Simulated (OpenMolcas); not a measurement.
# A workflow on P2 (diphosphorus)

Aim: the energy (HF/ANO-RCC-MB), then the energy (CASSCF(6,6)/ANO-RCC-VDZ), then a single-point energy (CASPT2(6,6)/ANO-RCC-VDZ) of P2 (diphosphorus). 

The results are computed with OpenMolcas 26.06.

**1. The system as given**

The species is P2 (2 atoms), meant as a singlet with charge 0. SMILES: `P#P`. The bond length is the measured one.

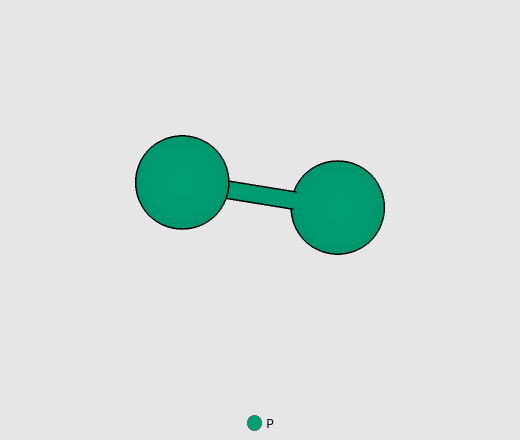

The structure, seen from a chosen angle (phosphorus teal).

**2. The energy at HF/ANO-RCC-MB (DKH2) (run 1)**

The input, step1.inp:

```
>>> EXPORT MOLCAS_PRINT=2

&GATEWAY
 Coord
 2
 angstrom
 P        0.000000       0.000000       0.000000
 P        0.000000       0.000000       1.893400
 Basis=ANO-RCC-MB
 Group=NoSym

&SEWARD

&SCF
 PrOrbitals=1 1
```

Run with:

```bash
$ export MOLCAS_MEM=1860
$ pymolcas step1.inp > step1.log
```

Output, cut to the lines that bear on the results:

```text
--- Start Module: gateway ---
[...]
--- Stop Module: gateway /rc=_RC_ALL_IS_WELL_ ---
--- Start Module: seward ---
[...]
      Basis functions           18
--- Stop Module: seward /rc=_RC_ALL_IS_WELL_ ---
--- Start Module: scf ---
[...]
       Convergence after   7 Iterations
[...]
::    Total SCF energy                               -682.9954077688
[...]
      Total spin, S                                     0.0000000000
[...]
      Total electronic charge=   30.000000
      Total            charge=   -0.000000
[...]
      Dipole Moment (debye):
      Origin of the operator (angstrom)=    0.0000    0.0000    0.9467
                   X=  8.5897E-13               Y= -2.0498E-13               Z= -5.0754E-13           Total=  1.0185E-12
      Quadrupole Moment (debye*angstrom):
[...]
--- Stop Module: scf /rc=_RC_ALL_IS_WELL_ ---
[...]
```

It took 1.8 s on 1 thread of Arm Neoverse V1, shared host; peak memory 0.38 GiB.

**3. The energy at CASSCF(6,6)/ANO-RCC-VDZ (DKH2) (run 2)**

The input, step2.inp:

```
&GATEWAY
Coord
2
angstrom
P        0.000000       0.000000       0.000000
P        0.000000       0.000000       1.893400
Basis=ANO-RCC-MB
Group=NoSym
&SEWARD
&RASSCF
FileOrb=$CurrDir/step1.ScfOrb
Spin=1
Nactel=6 0 0
Inactive=12
Ras2=6
OrbListing=Nothing
>>> COPY $Project.RunFile RUNFIL1
>>> COPY $Project.RasOrb INPORB
&GATEWAY
Coord
2
angstrom
P        0.000000       0.000000       0.000000
P        0.000000       0.000000       1.893400
Basis=ANO-RCC-VDZ
Group=NoSym
&SEWARD
>>> COPY $Project.RunFile RUNFIL2
&EXPBAS
&RASSCF
FileOrb=$Project.ExpOrb
Spin=1
Nactel=6 0 0
Inactive=12
Ras2=6
OrbListing=Nothing
OrbAppear=Compact
```

Run with:

```bash
$ export MOLCAS_MEM=1860
$ pymolcas step2.inp > step2.log
```

Output, cut to the lines that bear on the results:

```text
--- Start Module: gateway ---
[...]
--- Stop Module: gateway /rc=_RC_ALL_IS_WELL_ ---
[...]
      Basis functions           18
[...]
      Number of active orbitals                  6
[...]
      Spin quantum number                      0.0
[...]
      Active orbitals                            6
[...]
      Number of CSFs                           175
[...]
      Number of root(s) required                 1
[...]
      Convergence after  8 iterations
[...]
      printout of CI-coefficients larger than  0.05 for root  1
      energy=    -683.087960
      conf/sym  111111     Coeff  Weight
             1  222000  -0.94229 0.88790
            13  220020   0.16231 0.02635
            18  2udud0   0.13415 0.01800
            27  u2d0ud   0.07213 0.00520
            29  202200   0.16231 0.02635
            38  ud2u0d   0.07213 0.00520
[...]
      Natural orbitals and occupation numbers for root  1
      sym 1:   1.968853   1.896182   1.896182   0.103914   0.103914   0.030956
      ************************************************************************************************************************
      *                                                    Final results                                                     *
[...]
::    RASSCF root number  1 Total energy:   -683.08795967
[...]
      Basis functions           26
[...]
--- Start Module: expbas ---
[...]
--- Stop Module: expbas /rc=_RC_ALL_IS_WELL_ ---
--- Start Module: rasscf ---
[...]
      Convergence after 10 iterations
[...]
      Natural orbitals and occupation numbers for root  1
      sym 1:   1.968531   1.898245   1.898245   0.101828   0.101828   0.031322
      ************************************************************************************************************************
      *                                                    Final results                                                     *
[...]
::    RASSCF root number  1 Total energy:   -683.13792196
[...]
      Total electronic charge=   30.000000
      Total            charge=   -0.000000
[...]
      Dipole Moment (debye):
      Origin of the operator (angstrom)=    0.0000    0.0000    0.9467
                   X=  1.1887E-12               Y=  1.1782E-12               Z=  6.5720E-07           Total=  6.5720E-07
      Quadrupole Moment (debye*angstrom):
[...]
--- Stop Module: rasscf /rc=_RC_ALL_IS_WELL_ ---
[...]
```

Run time: 4.5 s. Hardware: 1 thread of Arm Neoverse V1, shared host; peak memory 0.38 GiB.

**4. The energy at CASPT2(6,6)/ANO-RCC-VDZ (DKH2, ipea shift 0.25 Eh, pt2 variant SS) (run 3)**

The input, step3.inp:

```
* P2 CASPT2

&gateway
 coord
 2
 angstrom
 P        0.000000       0.000000       0.000000
 P        0.000000       0.000000       1.893400
 basis
 ANO-RCC-VDZ
 group
 NoSym

&seward

&rasscf
 fileorb
 $CurrDir/step2.RasOrb
 spin
 1
 nactel
 6 0 0
 inactive
 12
 ras2
 6
 orblisting
 Nothing
 orbappear
 Compact

&caspt2
 imaginary
 0.2
```

Run with:

```bash
$ export MOLCAS_MEM=1860
$ pymolcas step3.inp > step3.log
```

Output, cut to the lines that bear on the results:

```text
--- Start Module: gateway ---
[...]
--- Stop Module: gateway /rc=_RC_ALL_IS_WELL_ ---
[...]
      Basis functions           26
[...]
--- Start Module: rasscf ---
[...]
      Number of active orbitals                  6
[...]
      Spin quantum number                      0.0
[...]
      Active orbitals                            6
[...]
      Number of CSFs                           175
[...]
      Number of root(s) required                 1
[...]
      Convergence after  4 iterations
[...]
      printout of CI-coefficients larger than  0.05 for root  1
      energy=    -683.137922
      conf/sym  111111     Coeff  Weight
             1  222000  -0.94318 0.88958
            13  220020   0.16534 0.02734
            18  2udud0   0.14187 0.02013
            27  u2d0ud   0.07336 0.00538
            29  202200   0.16534 0.02734
            38  ud2u0d   0.07336 0.00538
[...]
      Natural orbitals and occupation numbers for root  1
      sym 1:   1.968531   1.898245   1.898245   0.101828   0.101828   0.031322
      ************************************************************************************************************************
      *                                                    Final results                                                     *
[...]
::    RASSCF root number  1 Total energy:   -683.13792196
[...]
      Total electronic charge=   30.000000
      Total            charge=   -0.000000
[...]
      Dipole Moment (debye):
      Origin of the operator (angstrom)=    0.0000    0.0000    0.9467
                   X=  1.1673E-12               Y=  1.1800E-12               Z=  5.8473E-08           Total=  5.8473E-08
      Quadrupole Moment (debye*angstrom):
[...]
--- Stop Module: rasscf /rc=_RC_ALL_IS_WELL_ ---
--- Start Module: caspt2 ---
[...]
      E2 (Variational):          -0.0363142282
      Total energy:            -683.1742361836
[...]
      Reference weight:           0.97855
[...]
::    CASPT2 Root  1     Total energy:   -683.17423618
[...]
--- Stop Module: caspt2 /rc=_RC_ALL_IS_WELL_ ---
[...]
```

Run time: 2.3 s. Hardware: 1 thread of Arm Neoverse V1, shared host; peak memory 0.38 GiB.

**5. Outcome**

| quantity | value |
| --- | --- |
| run 1, HF/ANO-RCC-MB: total energy | -682.99541 Eh |
| run 1, HF/ANO-RCC-MB: dipole moment | 0.00 D |
| run 1, HF/ANO-RCC-MB: HOMO energy | -11.02 eV |
| run 1, HF/ANO-RCC-MB: LUMO energy | 0.29 eV |
| run 1, HF/ANO-RCC-MB: HOMO–LUMO gap | 11.31 eV |
| run 2, CASSCF(6,6)/ANO-RCC-VDZ: total energy | -683.13792 Eh |
| run 2, CASSCF(6,6)/ANO-RCC-VDZ: dipole moment (CASSCF density) | 0.00 D |
| run 3, CASPT2(6,6)/ANO-RCC-VDZ: total energy | -683.17424 Eh |
| run 3, CASPT2(6,6)/ANO-RCC-VDZ: dipole moment (CASSCF density) | 0.00 D |
